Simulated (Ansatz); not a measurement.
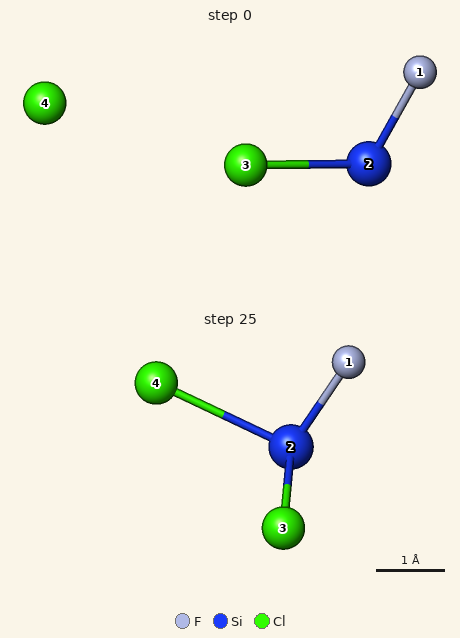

The structure of SiCl$_{2}$F (charge −1) before (top) and after (bottom) a relaxation, at one scale.

The picture is a ball-and-stick view, seen face on.

It is one of the separated reactants of a reaction.

All numbers below come from Ansatz 0.2.0, RKS PBE0-D4/def2-TZVPD. (force threshold 0.005 eV/Å; at most 200 steps)

Describe what moved and what it gained.

Answer. The atom that moves furthest after the best rigid fit is Cl4 (1.74 Å). By element the largest moves are Cl 1.74 Å, Si 1.20 Å, F 1.09 Å. Some distances before and after: Si2–Cl4 4.916 → 2.221 Å, Si2–Cl3 2.091 → 2.220 Å, F1–Si2 1.694 → 1.651 Å. New bonds form, among them: Si2–Cl4 (4.92 → 2.22 Å). Among the angles between lasting bonds that change: F1–Si2–Cl3 102.2° → 96.7°. The energy falls by 200.0 kJ/mol in 23 accepted moves (25 points after the start). Largest force component: 1.7 eV/Å at the start, 0.005 eV/Å at the end. The line search rejected the trial steps at points 8, 21 of the run.

Limits of the set-up: the start holds two separate molecules, 3.2 Å apart at their closest, whose relative position is a soft coordinate.
